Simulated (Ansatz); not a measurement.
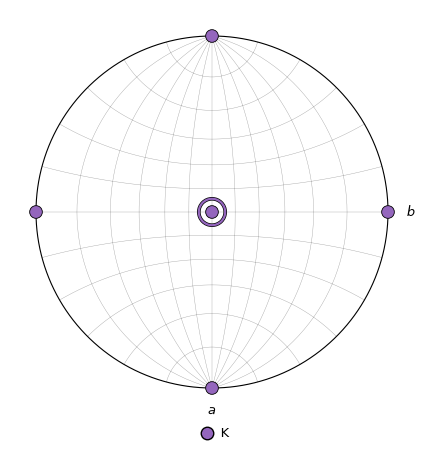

Crystal: KCl, a calculation's input that goes back to an entry of the Crystallography Open Database (an earlier step may have relaxed or displaced it). Directions from one chlorine atom at (1/2, 0, 0) to its bonded neighbours, in stereographic projection down c (filled: above the plane of the page or in it, open: below). Geometry calculated from the standardised cell; symmetry tolerance 0.002 Å.

Neighbours are counted up to 3.72 Å for K.

```cif
data_structure
_symmetry_space_group_name_H-M 'P 1'
_symmetry_Int_Tables_number 1
_cell_length_a 6.2897
_cell_length_b 6.2897
_cell_length_c 6.2897
_cell_angle_alpha 90.000
_cell_angle_beta 90.000
_cell_angle_gamma 90.000
_cell_volume 248.82
loop_
_atom_site_label
_atom_site_type_symbol
_atom_site_fract_x
_atom_site_fract_y
_atom_site_fract_z
_atom_site_occupancy
K1 K 0.00000 0.00000 0.00000 1
Cl1 Cl 0.50000 0.00000 0.00000 1
K2 K 0.00000 0.50000 0.50000 1
Cl2 Cl 0.50000 0.50000 0.50000 1
K3 K 0.50000 0.00000 0.50000 1
Cl3 Cl 0.00000 0.00000 0.50000 1
K4 K 0.50000 0.50000 0.00000 1
Cl4 Cl 0.00000 0.50000 0.00000 1
```

> How many neighbours are there, and at what angles?

6: 6 K at 3.14 Å. Angles between bonds: 90° (12×), 180° (3×).

> What is the site's symmetry in the crystal?

Point group m-3m (Oh), order 48: three fourfold axes, four threefold axes, six twofold axes, nine mirror planes, an inversion centre. In No. 225, Fm-3m this is Wyckoff position 4b.
